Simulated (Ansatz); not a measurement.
# AsH₄ (doublet): correlated methods under varied settings

Aim: run AsH₄ (doublet) at one geometry under a spread of methods and options, and see what each costs and gives.

Method: the settings change from run to run; program: Ansatz 0.2.0, Gaussian basis.

25 further runs of the same task are left out: 2 for a known fault of the program, 6 that didn't finish, 17 set aside as unsound or not needed. Runs told in other sessions of the task aren't counted.

### Step 1. The geometry

The geometry is a PBE0/def2-TZVPD stationary point (not a proven minimum) of the parent state, kept for this charge and spin. No spin-orbit coupling is included. The filled d shell of As may be among the frozen orbitals whatever the setting's name suggests.

5 atoms, charge 0, spin multiplicity 2.

Atoms are counted from 1 here; the program's logs count them from 0.

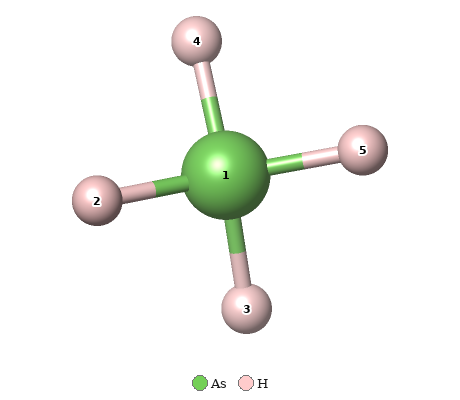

The structure; arsenic green, hydrogen pink; atoms are numbered from 1 in the order of the file.

### Step 2. CISD/def2-mTZVP

in.yaml reads:

```yaml
crystal:
  periodic: [false, false, false]
  atoms:
    - {symbol: As, position_ang: [0.000000, 0.000000, 0.000000]}
    - {symbol: H, position_ang: [0.270354, 0.980803, 1.322816]}
    - {symbol: H, position_ang: [-0.957546, -1.069929, 0.850450]}
    - {symbol: H, position_ang: [0.157024, 1.248386, -1.096259]}
    - {symbol: H, position_ang: [0.530168, -1.159260, -1.077008]}
basis:
  gaussian: {orbitals: def2-mTZVP}
magnetization: {spin_polarized: false, initial_magnetization: 1}
correlation: {active_space: {ras: {orbitals: [4, 1, 29], electrons: 9, max_holes: 2, max_particles: 2}, fixed_orbitals: true}}
```

Run with:

```console
> ansatz run in.yaml --threads 1 --pin off --events-out ev --progress --plain --max-ram 2393MiB
```

The program printed:

```text
Functional definition: HF
  name "HF"
  cite "Fock, Z. Phys. 61, 126 (1930) doi:10.1007/BF01340294"
  parent pbe
  exchange = exact_x
  correlation = 0
521 factors; integrals over basis functions are off by at most 3.9e-4 eV
mean field evaluation 1: about -60853.4428 eV, gradient 8.8e0 eV
mean field evaluation 2: about -60853.4429 eV, gradient 8.8e0 eV
mean field evaluation 4: about -60853.9605 eV, gradient 1.6e0 eV
mean field evaluation 8: about -60853.9703 eV, gradient 2.9e-3 eV
mean field evaluation 16: about -60853.8238 eV, gradient 2.9e0 eV
mean field -60853.97030872 eV, -2236.3421605428 hartree, gradient 1.7e-6 eV, S^2 0.750000; 2 other end points of the search recorded, 0 dependent functions left out
reference -60853.97030872 eV, -2236.3421605428 hartree; 19, 18 occupied and 29, 30 virtual orbitals, 521 factors
state -60857.93658428 eV, -2236.4879184814 hartree
Total energy: -60857.93658428 eV, -2236.4879184814 hartree
```

It took 1.5 s on 1 thread of Arm Neoverse V1, shared host.

From the report: 9,546 determinants.

### Step 3. BCCD on ROHF/cc-pVDZ

Changes to in.yaml since step 2:

```diff
@@ -9,4 +9,5 @@
 basis:
-  gaussian: {orbitals: def2-mTZVP}
+  gaussian: {orbitals: cc-pVDZ}
 magnetization: {spin_polarized: false, initial_magnetization: 1}
-correlation: {active_space: {ras: {orbitals: [4, 1, 29], electrons: 9, max_holes: 2, max_particles: 2}, fixed_orbitals: true}}
+correlation: {method: bccd, electrons: outside_noble_gas}
+scf: {omitted_lower_state_checks: [cluster_reference]}
```

Same command.

The program printed (excerpt; [...] marks lines left out):

```text
Functional definition: HF
  name "HF"
  cite "Fock, Z. Phys. 61, 126 (1930) doi:10.1007/BF01340294"
  parent pbe
[...]
501 factors; integrals over basis functions are off by at most 1.2e-3 eV
[...]
mean field -60853.43020619 eV, -2236.3223121411 hartree, gradient 3.5e-6 eV, S^2 0.750000; 2 other end points of the search recorded, 0 dependent functions left out
14 core orbitals not correlated: weight in the atoms' cores, before any rotation towards them, 1.000 or more for the frozen orbitals, at most 0.000 for the correlated occupied ones
reference -60853.43020619 eV, -2236.3223121411 hartree; 5, 4 occupied and 28, 29 virtual orbitals, 501 factors
second order -3.85973768 eV of doubles, -0.03747457 eV of singles
cycle   1  -4.56310612 eV  change   -6.7e-1 eV  update   6.7e-2
[...]
cycle   9  -4.83789697 eV  change    7.2e-6 eV  update   4.9e-6
Total energy: -60858.26810317 eV, -2236.5001015756 hartree
Checks for a lower state left out: cluster_reference
```

Wall time 1.2 s (1 thread of Arm Neoverse V1, shared host).

From the report: correlation -4.8379 eV; largest double amplitude 0.07.

### Step 4. CCSD/aug-cc-pVDZ

Changes to in.yaml since step 3:

```diff
@@ -9,5 +9,6 @@
 basis:
-  gaussian: {orbitals: cc-pVDZ}
+  gaussian: {orbitals: aug-cc-pVDZ}
 magnetization: {spin_polarized: false, initial_magnetization: 1}
-correlation: {method: bccd, electrons: outside_noble_gas}
+hamiltonian: {xc: {name: PBE}}
+correlation: {method: ccsd, electrons: outside_noble_gas, diis_vectors: 2}
 scf: {omitted_lower_state_checks: [cluster_reference]}
```

The command is unchanged.

The program printed (excerpt; [...] marks lines left out):

```text
Functional definition: PBE
  name "PBE"
  cite "Perdew, Burke & Ernzerhof, Phys. Rev. Lett. 77, 3865 (1996) doi:10.1103/PhysRevLett.77.3865"
  parent pbe
[...]
758 factors; integrals over basis functions are off by at most 9.3e-4 eV
[...]
mean field -60892.33848645 eV, -2237.7521650675 hartree, gradient 3.0e-6 eV, S^2 0.750000; 3 other end points of the search recorded, 0 dependent functions left out
14 core orbitals not correlated: weight in the atoms' cores, before any rotation towards them, 1.000 or more for the frozen orbitals, at most 0.000 for the correlated occupied ones
reference -60852.91905041 eV, -2236.3035275127 hartree; 5, 4 occupied and 53, 54 virtual orbitals, 758 factors
second order -4.34900251 eV of doubles, -0.31642240 eV of singles
cycle   1  -5.22451587 eV  change   -5.6e-1 eV  update   6.2e-2
[...]
cycle  13  -5.46918868 eV  change    3.9e-6 eV  update   1.0e-5
Total energy: -60858.38823910 eV, -2236.5045164897 hartree
Checks for a lower state left out: cluster_reference
```

Wall time 9 s (1 thread of Arm Neoverse V1, shared host).

From the report: correlation -5.4692 eV; T1 0.024; largest double amplitude 0.04. The orbitals are Kohn-Sham ones, so correlation energy and T1 don't compare with those on Hartree-Fock orbitals.

### Step 5. CCSD(T) on UHF/6-31G

in.yaml reads:

```yaml
crystal:
  periodic: [false, false, false]
  atoms:
    - {symbol: As, position_ang: [0.000000, 0.000000, 0.000000]}
    - {symbol: H, position_ang: [0.270354, 0.980803, 1.322816]}
    - {symbol: H, position_ang: [-0.957546, -1.069929, 0.850450]}
    - {symbol: H, position_ang: [0.157024, 1.248386, -1.096259]}
    - {symbol: H, position_ang: [0.530168, -1.159260, -1.077008]}
basis:
  gaussian: {orbitals: 6-31G}
magnetization: {spin_polarized: true, initial_magnetization: 1}
correlation: {method: ccsd_t, electrons: all, diis_vectors: 12}
accuracy: high
```

Launched as before.

The program printed (excerpt; [...] marks lines left out):

```text
Functional definition: HF
  name "HF"
  cite "Fock, Z. Phys. 61, 126 (1930) doi:10.1007/BF01340294"
  parent pbe
[...]
672 factors; integrals over basis functions are off by at most 3.9e-9 eV
[...]
mean field -60843.98607347 eV, -2235.9752466650 hartree, gradient 2.8e-8 eV, S^2 0.752805; 4 other end points of the search recorded, 0 dependent functions left out
determinant -60843.98607347 eV, -2235.9752466650 hartree, with singles and doubles -60851.94738539 eV, -2236.2678194815 hartree
determinant -60842.52335512 eV, -2235.9214927571 hartree, with singles and doubles -60850.49695556 eV, -2236.2145171687 hartree
reference -60843.98607347 eV, -2235.9752466650 hartree; 19, 18 occupied and 18, 19 virtual orbitals, 672 factors
second order -7.60355159 eV of doubles, -0.00000000 eV of singles
cycle   1  -7.95974010 eV  change    1.6e-3 eV  update   9.1e-4
[...]
cycle  16  -7.96015909 eV  change    3.7e-9 eV  update   3.4e-9
perturbative correction -0.13248943 eV, -0.0048688966 hartree
Total energy: -60852.07872199 eV, -2236.2726460128 hartree
```

It took 7 s on 1 thread of Arm Neoverse V1, shared host.

From the report: ⟨S²⟩ of the determinant 0.753 (pure doublet: 0.75); correlation -8.0926 eV; T1 0.005; largest double amplitude 0.09.

### Step 6. CCSD(T) on ROHF/def2-mTZVP

Changes to in.yaml since step 5:

```diff
@@ -9,5 +9,5 @@
 basis:
-  gaussian: {orbitals: 6-31G}
-magnetization: {spin_polarized: true, initial_magnetization: 1}
-correlation: {method: ccsd_t, electrons: all, diis_vectors: 12}
-accuracy: high
+  gaussian: {orbitals: def2-mTZVP}
+magnetization: {spin_polarized: false, initial_magnetization: 1}
+correlation: {method: ccsd_t, electrons: valence, diis_vectors: 12}
+scf: {lower_state_search: full}
```

Same command.

The program printed (excerpt; [...] marks lines left out):

```text
Functional definition: HF
  name "HF"
  cite "Fock, Z. Phys. 61, 126 (1930) doi:10.1007/BF01340294"
  parent pbe
[...]
521 factors; integrals over basis functions are off by at most 3.9e-4 eV
[...]
mean field -60853.97030872 eV, -2236.3421605428 hartree, gradient 1.7e-6 eV, S^2 0.750000; 6 other end points of the search recorded, 0 dependent functions left out
[...]
determinant -60853.97030872 eV, -2236.3421605428 hartree, with singles and doubles -60860.94477518 eV, -2236.5984674578 hartree
determinant -60852.34425687 eV, -2236.2824042396 hartree, with singles and doubles -60859.75535850 eV, -2236.5547572011 hartree
9 core orbitals not correlated: weight in the atoms' cores, before any rotation towards them, 1.000 or more for the frozen orbitals, at most 0.000 for the correlated occupied ones
reference -60853.97030872 eV, -2236.3421605428 hartree; 10, 9 occupied and 29, 30 virtual orbitals, 521 factors
second order -6.20182497 eV of doubles, -0.03367907 eV of singles
cycle   1  -6.97402045 eV  change    4.5e-4 eV  update   5.2e-4
[...]
cycle   7  -6.97404281 eV  change    1.4e-5 eV  update   2.8e-6
perturbative correction -0.22320371 eV, -0.0082025849 hartree
Total energy: -60861.16755524 eV, -2236.6066544739 hartree
```

Run time: 4.2 s. Hardware: 1 thread of Arm Neoverse V1, shared host.

From the report: correlation -7.1972 eV; T1 0.013; largest double amplitude 0.07.

### Step 7. CCSD on UHF/aug-cc-pVDZ

Changes to in.yaml since step 6:

```diff
@@ -9,5 +9,7 @@
 basis:
-  gaussian: {orbitals: def2-mTZVP}
-magnetization: {spin_polarized: false, initial_magnetization: 1}
-correlation: {method: ccsd_t, electrons: valence, diis_vectors: 12}
-scf: {lower_state_search: full}
+  gaussian: {orbitals: aug-cc-pVDZ}
+magnetization: {spin_polarized: true, initial_magnetization: 1}
+correlation: {method: ccsd, electrons: outside_noble_gas}
+accuracy: high
+scf: {lower_state_search: light}
+output: {forces: true}
```

Launched as before.

The program printed (excerpt; [...] marks lines left out):

```text
Functional definition: HF
  name "HF"
  cite "Fock, Z. Phys. 61, 126 (1930) doi:10.1007/BF01340294"
  parent pbe
[...]
1454 factors; integrals over basis functions are off by at most 4.5e-9 eV
[...]
mean field -60853.59573652 eV, -2236.3283952683 hartree, gradient 3.1e-8 eV, S^2 0.759514; 3 other end points of the search recorded, 0 dependent functions left out
determinant -60853.59573652 eV, -2236.3283952683 hartree, with singles and doubles -60858.67582944 eV, -2236.5150852399 hartree
determinant -60852.21660966 eV, -2236.2777132911 hartree, with singles and doubles -60857.42198637 eV, -2236.4690073571 hartree
14 core orbitals not correlated: weight in the atoms' cores, before any rotation towards them, 1.000 or more for the frozen orbitals, at most 0.000 for the correlated occupied ones
reference -60853.59573652 eV, -2236.3283952683 hartree; 5, 4 occupied and 53, 54 virtual orbitals, 1454 factors
second order -4.07451585 eV of doubles, -0.00000000 eV of singles
cycle   1  -5.04421304 eV  change   -1.6e-1 eV  update   1.9e-2
[...]
cycle  20  -5.05454020 eV  change  -1.3e-10 eV  update   1.0e-9
[...]
Total energy: -60858.65027672 eV, -2236.5141461945 hartree
Atom 0 at     0.000000     0.000000     0.000000 Å, force     0.000001    -0.000000     0.000000 eV/Å
Atom 1 at     0.270354     0.980803     1.322816 Å, force    -0.143767    -0.976290    -1.244966 eV/Å
Atom 2 at    -0.957546    -1.069929     0.850450 Å, force     0.809353     1.062614    -0.859971 eV/Å
Atom 3 at     0.157024     1.248386    -1.096259 Å, force    -0.270174    -1.182811     1.025532 eV/Å
Atom 4 at     0.530168    -1.159260    -1.077008 Å, force    -0.395413     1.096487     1.079405 eV/Å
Dipole moment:    -0.000000     0.000000    -0.000000 e Å
```

It took 33 s on 1 thread of Arm Neoverse V1, shared host; peak memory 0.51 GiB.

From the report: ⟨S²⟩ of the determinant 0.760 (pure doublet: 0.75); correlation -5.0545 eV; T1 0.014; largest double amplitude 0.04.

### Step 8. All runs side by side

Where basis and cores are those of an earlier UCCSDT(Q)/aug-cc-pVDZ run (-60858.8593 eV), and the records show the same count of frozen orbitals and kind of state, the miss against it is given; a blank cell means that this couldn't be shown.

```
                             level         correlated  functions  energy (eV)  from UCCSDT(Q) (meV)   time
                   CISD/def2-mTZVP  outside noble gas         48  -60857.9366                        1.5 s
              BCCD on ROHF/cc-pVDZ  outside noble gas         47  -60858.2681                        1.2 s
CCSD/aug-cc-pVDZ (on PBE orbitals)  outside noble gas         72  -60858.3882                 471.1    9 s
              CCSD(T) on UHF/6-31G                all         37  -60852.0787                          7 s
        CCSD(T) on ROHF/def2-mTZVP            valence         48  -60861.1676                        4.2 s
           CCSD on UHF/aug-cc-pVDZ  outside noble gas         72  -60858.6503                 209.1   33 s
```

### Step 9. Outcome

| quantity | value |
| --- | --- |
| runs | 6 |
| quickest | BCCD on ROHF/cc-pVDZ, 1.2 s |
| slowest | CCSD on UHF/aug-cc-pVDZ, 33 s |

Total energies in different bases, with other cores or another treatment of relativity can't be set against each other. «valence» and «outside noble gas» are the program's key words; the logs give how many orbitals each freezes, and for Ga to Kr the 3d shell needn't follow the word's plain sense. CCSD on UHF/aug-cc-pVDZ took 27 times as long as BCCD on ROHF/cc-pVDZ; the jobs differ in more than the method. Among the correlated runs with a miss given, it spans +209 to +471 meV. Cores frozen from Kohn-Sham orbitals shift the total energy.
